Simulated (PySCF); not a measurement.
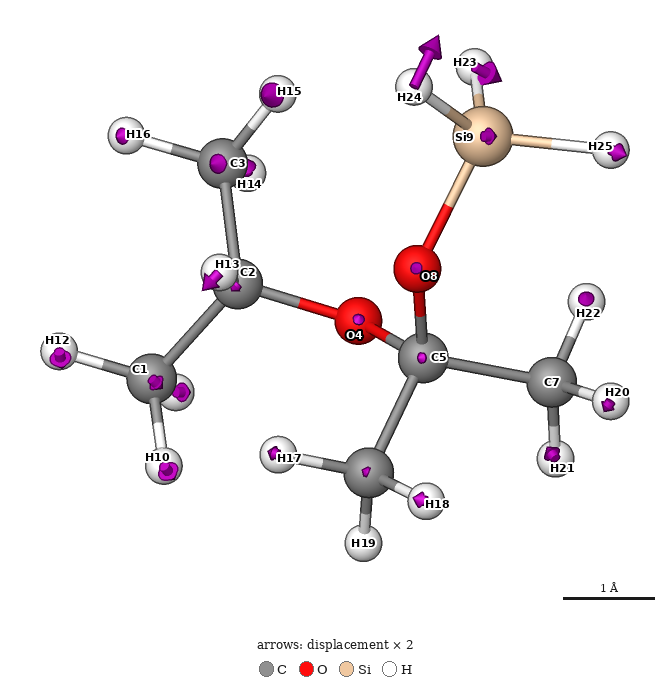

This is a relaxation of C$_{6}$H$_{16}$O$_{2}$Si. The starting structure is drawn; purple arrows show the displacements, magnified 2 times. The two geometries are superimposed by the best rigid fit.

The picture is a ball-and-stick view, seen at a tilt.

The start comes from GFN2-xTB. Its atoms were then displaced at random by about 0.01 Å.

Level of theory: PySCF, PBE0-D3(BJ)/def2-SVP geometry optimisation, gas phase. 

What happened in the run?

Answer. An H atom moves most after the best rigid fit: 0.35 Å. By element the largest moves are H 0.35 Å, C 0.13 Å, Si 0.10 Å, O 0.05 Å. Among the contacts that change: H–Si 1.430 → 1.489 Å, H–Si 1.450 → 1.495 Å, O–Si 1.639 → 1.671 Å, C–H 1.071 → 1.101 Å. Bond angles that change, for instance: O–Si–H 99.5° → 105.6°, H–Si–H 113.8° → 109.2°, C–O–Si 131.7° → 127.3°. Over 7 geometry steps the energy falls by 5.97 kcal/mol.
